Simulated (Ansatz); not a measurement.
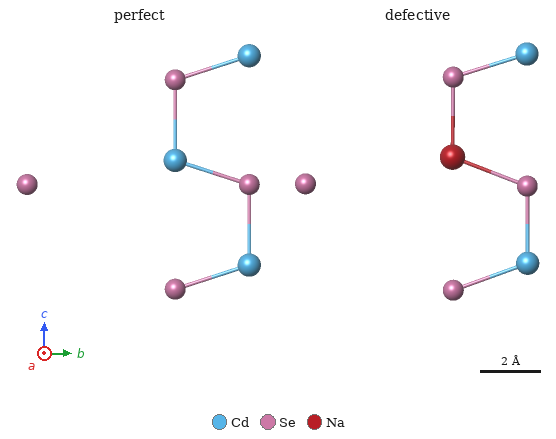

Left: perfect CdSe. Right: the same region with one point defect, after relaxing the atoms in a supercell of 48 sites. A ball-and-stick model of the atoms within 5.4 Å of one point, in a slice 4.2 Å thick across the line of sight, seen along the a axis.

Level of theory: DFT, PBE, plane-wave PAW, default files, scalar-relativistic in Ansatz 0.2.0. (plane-wave cutoff 420 eV; k-point mesh 2 × 3 × 2; occupations fermi dirac; smearing width 0.01 eV; no spin polarisation) A uniform background neutralises the charged cell. The axes drawn are those of the host's conventional cell.

> What kind of defect was made?

A cadmium atom is replaced by sodium.

The charge state of the cell is −1.

> What does the relaxation do around it?

In the host the Cd atom has 4 Se at 2.61 to 2.70 Å; the Na atom ends with 4 Se at 2.68 to 2.69 Å. Of the host's atoms, a selenium atom moves furthest from its site, by 0.12 Å. The Na atom itself moves 0.13 Å from where it was put. Relaxing the atoms from the host's sites lowers the energy by 0.38 eV.

Limits of the set-up: the cell is charged, on a uniform background, and energies carry no finite-size correction.
